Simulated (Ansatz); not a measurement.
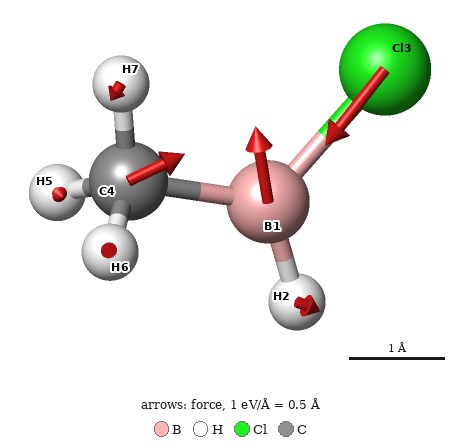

Starting geometry of CH$_{4}$BCl with the computed forces as red arrows. The picture is a ball-and-stick view, seen at a tilt.

The run prepares the start of a later molecular dynamics calculation, from a guessed geometry.

These are results of Ansatz 0.2.0, RKS PBE0-D4/def2-SVP, not measurements.

Input
```yaml
crystal:
  periodic: [false, false, false]
  atoms:
    - { symbol: B, position_ang: [0.0, 0.0, 0.0] }
    - { symbol: H, position_ang: [0.0, 0.0, 1.19] }
    - { symbol: Cl, position_ang: [1.6108, 0.0, -0.93] }
    - { symbol: C, position_ang: [-1.3856, 0.0, -0.8] }
    - { symbol: H, position_ang: [-1.9458, -0.9305, -0.5708] }
    - { symbol: H, position_ang: [-1.9898, 0.8797, -0.4946] }
    - { symbol: H, position_ang: [-1.1839, 0.0508, -1.8903] }
basis:
  gaussian: { orbitals: def2-SVP }
hamiltonian:
  xc: pbe0
  dispersion: d4
relax:
  f_tol: 0.02
  max_steps: 40
```

Command:
```bash
ansatz run input.yaml --threads 1 --pin off --max-ram 2048MiB --backend cpu --events-out ev --progress --plain --runs-dir out
```

Is this structure relaxed? If not, where do the atoms go?

Answer. It isn't relaxed: the largest force vector, on Cl3, is 2.04 eV/Å. The final displacements follow the starting forces only in part (cosine between the two patterns 0.74). The largest move after the best rigid fit is that of Cl3, 0.10 Å. Largest moves by element: Cl 0.10 Å, H 0.06 Å, C 0.05 Å, B 0.04 Å. Near-neighbour distances that change, for instance: B1–Cl3 1.860 → 1.755 Å, B1–C4 1.600 → 1.554 Å, B1–H2 1.190 → 1.208 Å, C4–H6 1.110 → 1.104 Å. Bond angles that change, for instance: B1–C4–H7 109.5° → 115.1°, H5–C4–H6 109.4° → 105.0°, H2–B1–Cl3 120.0° → 115.7°. After 4 geometry steps the energy has fallen by 4.27 kcal/mol. Largest force component: 1.7 eV/Å at the start, 0.01 eV/Å at the end. The run took 8.9 s on 1 thread of Arm Neoverse V2 (shared host), peak memory 0.13 GiB.
